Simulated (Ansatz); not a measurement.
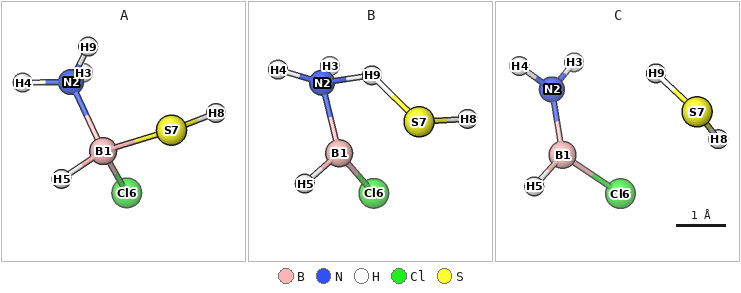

3 geometries from a converged minimum-energy path of BNH₅SCl, made up at the start of BNH3Cl and H$_{2}$S, shuffled. The picture is a ball-and-stick view, seen at a tilt.

Theory: RHF/def2-SVP in Ansatz 0.2.0. Set-up: 9 movable images; climbing image; force threshold 0.05 eV/Å; iteration limit 60; starting path through a guess of the saddle point.

Which of them lies highest in energy?

Answer. B. In order along the path, whose images run from 0 to 10: C (image 3, +0.03 eV), B (image 6, +1.85 eV), A (image 8, +0.15 eV). Breaking: S7–H9 (1.33 → 1.58 at the top → 2.98 Å). Forming: B1–S7 (4.09 → 2.29 at the top → 1.90 Å), N2–H9 (4.64 → 1.37 at the top → 1.01 Å).

Limits of the set-up: the start holds two separate molecules, 3.1 Å apart at their closest, whose relative position is a soft coordinate and is computed without a dispersion correction; Hartree-Fock leaves out electron correlation.

The run took 4.1 min on 1 thread of Arm Neoverse V2, on a shared host, peak memory 0.17 GiB.
